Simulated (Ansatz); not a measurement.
# Profile along the Al–Ni line in AlNi (CsCl type)

AlNi (CsCl type), conventional cell a = 2.8930 Å, b = 2.8930 Å, c = 2.8930 Å, α = 90.00°, β = 90.00°, γ = 90.00°. The calculation uses the primitive cell of 2 atoms, to which meshes and values per cell refer.

Fields along a shortest Al–Ni line of a {110} plane (2.51 Å), from Al to Ni, interpolated on the slice's grid (step about 0.1 Å). Method: PBE (plane waves to 420 eV, PAW, scalar-relativistic; Ansatz, an electronic-structure program). k mesh 16×16×16. Near the nuclei the fields are pseudised (PAW); where an atom keeps semicore shells as valence, they peak there. AlNi is run without spin polarisation. AlNi was relaxed with its symmetry unable to fall.

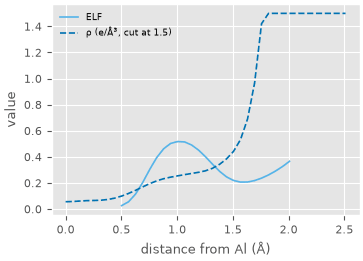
Figure: ELF (away from the nuclei) and valence density from Al to Ni.

Density on the Al–Ni line (2.51 Å) at its midpoint: 0.29 e/Å³. ELF at that point: 0.40. ELF maximum in the middle third of the Al–Ni line: 0.52, 1.0 Å from Al.
